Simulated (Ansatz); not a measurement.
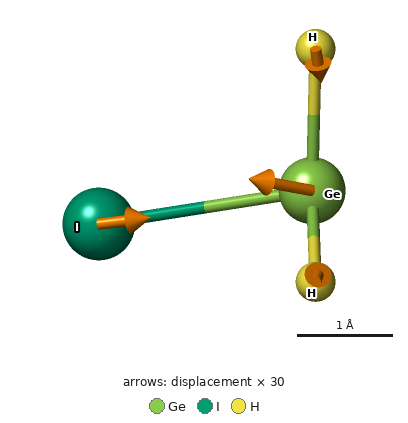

This is a relaxation of GeH$_{2}$I (multiplicity 2). The starting structure is drawn; orange arrows show the displacements, magnified 30 times. The two geometries are superimposed by the best rigid fit.

Style: ball-and-stick. Shown from a free direction.

The start comes from PBE-D4/def2-SVP.

The calculation used Ansatz, UKS PBE0-D4/def2-TZVP.

Input file:
```yaml
crystal:
  periodic: [false, false, false]
  atoms:
    - {symbol: Ge, position_ang: [-0.026670, -0.350199, -0.456808]}
    - {symbol: I, position_ang: [1.500414, -0.161257, 1.566591]}
    - {symbol: H, position_ang: [-1.479622, -0.564507, 0.090443]}
    - {symbol: H, position_ang: [0.061378, 1.015662, -1.220526]}
basis:
  gaussian: {orbitals: def2-TZVP}
magnetization: {spin_polarized: true, initial_magnetization: 1}
hamiltonian: {xc: pbe0, dispersion: d4}
relax: {f_tol: 0.005, max_steps: 150}
```

**Describe the change and its energy.**

The energy falls by 0.30 kcal/mol in 3 geometry steps. The largest force component goes from 0.31 to 0.0027 eV/Å. The atom that moves furthest after the best rigid fit is Ge1 (0.026 Å). Largest moves by element: Ge 0.026 Å, I 0.020 Å, H 0.014 Å. Among the contacts that change: Ge1–I2 2.542 → 2.509 Å, Ge1–H3 1.567 → 1.546 Å. The run took of the order of 30 core-seconds on a shared host.
